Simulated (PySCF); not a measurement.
# Ar: dipole response in aug-cc-pwCVQZ

How polarisable is Ar at the levels listed below?

Method: unrestricted determinants in a Gaussian basis, no spin-orbit coupling in the energies. Code: PySCF 2.14.0.

## Step 1: The system

| Item | Value |
| --- | --- |
| Element | argon (Z = 18) |
| Basis | aug-cc-pwCVQZ (10s9p7d5f3g, 134 functions) |
| Hamiltonian | the non-relativistic Hamiltonian (point nucleus) |
| State 1 | Ar: [Ar], closed-shell 1S |
| Methods | UHF, PBE, PBE0 |

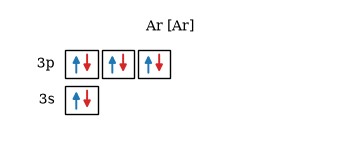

Occupation of the outer shells (arrows by Hund's rule).

One driver process ran all states and methods and kept the integrals in memory. Each run is shown as a PySCF script that sums up its settings (the driver passes frozen orbitals as a list and adds second-order terms of double hybrids); the logs are those of the runs themselves. The driver starts from symmetry-adapted Hartree-Fock orbitals, holds the occupation by maximum overlap and uses a logarithmic radial grid for functionals, so a plain start would take other cycles.

The integrals over 134 functions and the set-up took 1.3 s of CPU time.

## Step 2: Ar, method by method

Level: UHF.

Contents of input.py:

```python
from pyscf import gto, scf, dft, mp, cc
import basis_set_exchange as bse
mol = gto.M(atom="Ar 0 0 0", charge=0, spin=0, symmetry="D2h",
            basis=gto.basis.parse(bse.get_basis("aug-cc-pwCVQZ", elements=["Ar"], fmt="nwchem")))
mf = scf.UHF(mol)
mf.irrep_nelec = {'Ag': (3, 3), 'B1u': (2, 2), 'B2u': (2, 2), 'B3u': (2, 2)}
mf.kernel()
```

What it wrote:

```text
damping factor = 0
level_shift factor = 0
DIIS = <class 'pyscf.scf.diis.CDIIS'>
diis_start_cycle = 1
diis_space = 10
diis_damp = 0
SCF conv_tol = 1e-09
SCF conv_tol_grad = None
number electrons alpha = 9  beta = 9
cycle= 1 E= -526.816805434578  delta_E= -7.37e-11  |g|= 4.35e-06  |ddm|= 3.26e-05
converged SCF energy = -526.816805434578  <S^2> = 3.5527137e-15  2S+1 = 1
```

CPU time 19 s on a shared host, the integrals not counted.

The occupied shells:

| shell | electrons | mean orbital energy (eV) | spread (eV) | rms radius (bohr) |
| --- | --- | --- | --- | --- |
| 1s | 2 | -3227.6 | 0 | 0.0998 |
| 2s | 2 | -335.31 | 0 | 0.449 |
| 2p | 6 | -260.46 | 0 | 0.418 |
| 3s | 2 | -34.761 | 0 | 1.53 |
| 3p | 6 | -16.084 | 0 | 1.82 |

⟨S²⟩ = 0.000, ⟨L²⟩ = 0.00.

The driver then solved the coupled dipole response at imaginary frequencies: mean α = 10.74 bohr³, C₆ = 62.03 au for a like pair.

Level: PBE.

input.py differs from the last one in:

```diff
@@ -4,3 +4,3 @@
             basis=gto.basis.parse(bse.get_basis("aug-cc-pwCVQZ", elements=["Ar"], fmt="nwchem")))
-mf = scf.UHF(mol)
+mf = dft.UKS(mol, xc="PBE")
 mf.irrep_nelec = {'Ag': (3, 3), 'B1u': (2, 2), 'B2u': (2, 2), 'B3u': (2, 2)}
```

What it wrote:

```text
damping factor = 0
level_shift factor = 0
DIIS = <class 'pyscf.scf.diis.CDIIS'>
diis_start_cycle = 1
diis_space = 10
diis_damp = 0
SCF conv_tol = 1e-09
SCF conv_tol_grad = None
number electrons alpha = 9  beta = 9
XC functionals = PBE
    J. P. Perdew, K. Burke, and M. Ernzerhof.,  Phys. Rev. Lett. 77, 3865 (1996)
    J. P. Perdew, K. Burke, and M. Ernzerhof.,  Phys. Rev. Lett. 78, 1396 (1997)
    J. P. Perdew, K. Burke, and M. Ernzerhof.,  Phys. Rev. Lett. 77, 3865 (1996)
    J. P. Perdew, K. Burke, and M. Ernzerhof.,  Phys. Rev. Lett. 78, 1396 (1997)
cycle= 1 E= -527.345151080136  delta_E= -0.0105  |g|= 0.0166  |ddm|= 0.764
cycle= 2 E= -527.34516345253  delta_E= -1.24e-05  |g|= 0.0148  |ddm|= 0.0673
cycle= 3 E= -527.345244795142  delta_E= -8.13e-05  |g|= 0.00235  |ddm|= 0.0321
cycle= 4 E= -527.345245237853  delta_E= -4.43e-07  |g|= 0.000158  |ddm|= 0.00256
cycle= 5 E= -527.345245248951  delta_E= -1.11e-08  |g|= 3.16e-06  |ddm|= 0.000329
cycle= 6 E= -527.345245248956  delta_E= -4.89e-12  |g|= 1.03e-07  |ddm|= 6.25e-06
converged SCF energy = -527.345245248956  <S^2> = 5.3290705e-15  2S+1 = 1
```

CPU time 3.2 s on a shared host, the integrals not counted.

The driver then solved the coupled dipole response at imaginary frequencies: mean α = 11.85 bohr³, C₆ = 69.76 au for a like pair.

Level: PBE0.

input.py differs from the last one in:

```diff
@@ -4,3 +4,3 @@
             basis=gto.basis.parse(bse.get_basis("aug-cc-pwCVQZ", elements=["Ar"], fmt="nwchem")))
-mf = dft.UKS(mol, xc="PBE")
+mf = dft.UKS(mol, xc="PBE0")
 mf.irrep_nelec = {'Ag': (3, 3), 'B1u': (2, 2), 'B2u': (2, 2), 'B3u': (2, 2)}
```

What it wrote:

```text
damping factor = 0
level_shift factor = 0
DIIS = <class 'pyscf.scf.diis.CDIIS'>
diis_start_cycle = 1
diis_space = 10
diis_damp = 0
SCF conv_tol = 1e-09
SCF conv_tol_grad = None
number electrons alpha = 9  beta = 9
XC functionals = PBE0
    C. Adamo and V. Barone.,  J. Chem. Phys. 110, 6158 (1999)
    M. Ernzerhof and G. E. Scuseria.,  J. Chem. Phys. 110, 5029 (1999)
cycle= 1 E= -527.387325595222  delta_E= -0.00549  |g|= 0.0153  |ddm|= 0.547
cycle= 2 E= -527.387370114827  delta_E= -4.45e-05  |g|= 0.0112  |ddm|= 0.0559
cycle= 3 E= -527.387409369249  delta_E= -3.93e-05  |g|= 0.00107  |ddm|= 0.0235
cycle= 4 E= -527.387409412498  delta_E= -4.32e-08  |g|= 0.000115  |ddm|= 0.00109
cycle= 5 E= -527.387409418046  delta_E= -5.55e-09  |g|= 1.16e-06  |ddm|= 0.000283
cycle= 6 E= -527.387409418046  delta_E= -3.41e-13  |g|= 9.73e-08  |ddm|= 4.62e-06
converged SCF energy = -527.387409418046  <S^2> = 1.7763568e-15  2S+1 = 1
```

CPU time 21 s on a shared host, the integrals not counted.

The driver then solved the coupled dipole response at imaginary frequencies: mean α = 11.37 bohr³, C₆ = 66.39 au for a like pair.

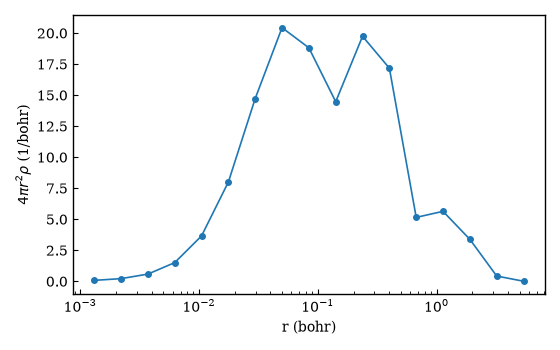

Radial density 4πr²ρ of Ar at UHF, at 17 stored radii joined by straight lines.

## Step 3: Polarisabilities and C₆

Ar, in atomic units:

| method | mean α | C₆ (like pair) | S(−4) |
| --- | --- | --- | --- |
| UHF | 10.74 | 62.03 | 24.92 |
| PBE | 11.85 | 69.76 | 33.71 |
| PBE0 | 11.37 | 66.39 | 29.75 |

Reference α: 11.083 ± 0.007 bohr³ (recommended; Schwerdtfeger and Nagle, table of static dipole polarizabilities (2023 update)). Published C₆: 64.20 (Chu and Dalgarno (2004); Tang, Norbeck and Certain (1976)).

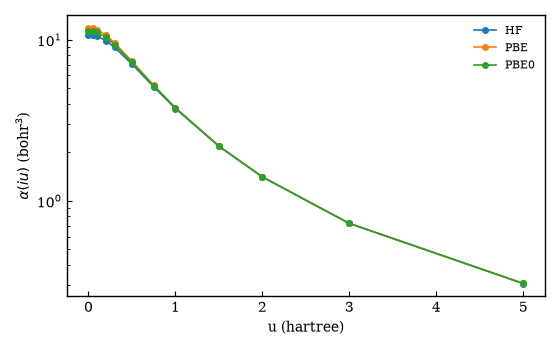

α(iu) of Ar, the polarisability at imaginary frequency, on a logarithmic scale.

## Step 4: Summary of results

| quantity | value |
| --- | --- |
| α of Ar | 10.74 (UHF) to 11.85 (PBE) bohr³; reference 11.08 |

What this shows: For Ar PBE0 is nearest the reference (+3 %). The basis is finite, and no extrapolation was made.
